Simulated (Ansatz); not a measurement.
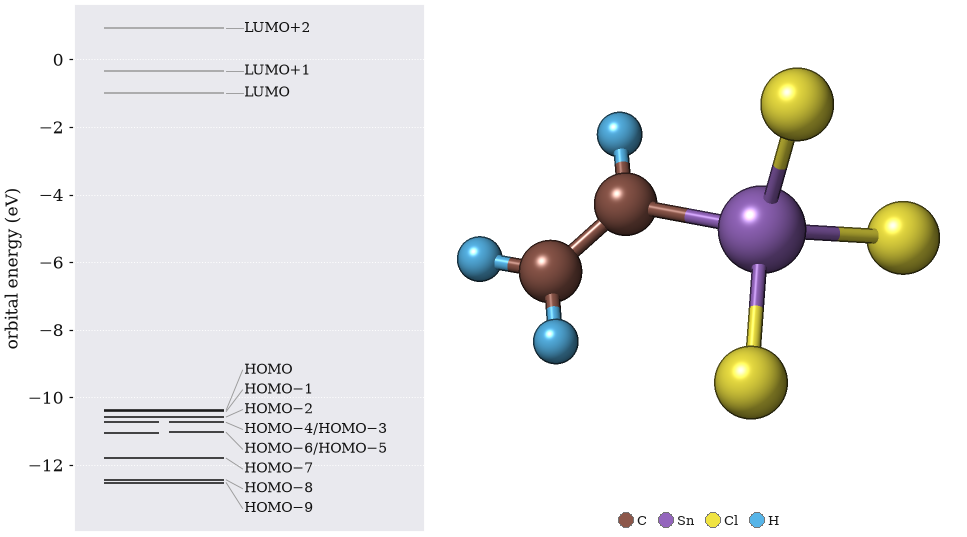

C₂H₃Cl₃Sn, SMILES C=[CH][Sn]([Cl])([Cl])[Cl], singlet. Kohn-Sham orbital energies near the frontier, CAM-B3LYP/def2-TZVPP in the Ansatz code 0.2.0, at a PBE0-D4/def2-TZVP geometry (a minimum by its frequencies), isolated molecule; empty levels in grey, levels within 0.03 eV side by side.

Where do the frontier orbitals lie?

HOMO at −10.37 eV, LUMO at −0.99 eV, 9.38 eV apart.

List the levels.

```tsv
orbital	energy (eV)
LUMO+2	0.92
LUMO+1	−0.34
LUMO	−0.99
HOMO	−10.37
HOMO−1	−10.42
HOMO−2	−10.58
HOMO−3	−10.74
HOMO−4	−10.74
HOMO−5	−11.04
HOMO−6	−11.04
HOMO−7	−11.80
HOMO−8	−12.44
HOMO−9	−12.53
```

Note: core potentials past krypton; spin-orbit coupling is left out, and with Sn it can shift these levels and split any degenerate set; empty levels above zero depend strongly on the basis.
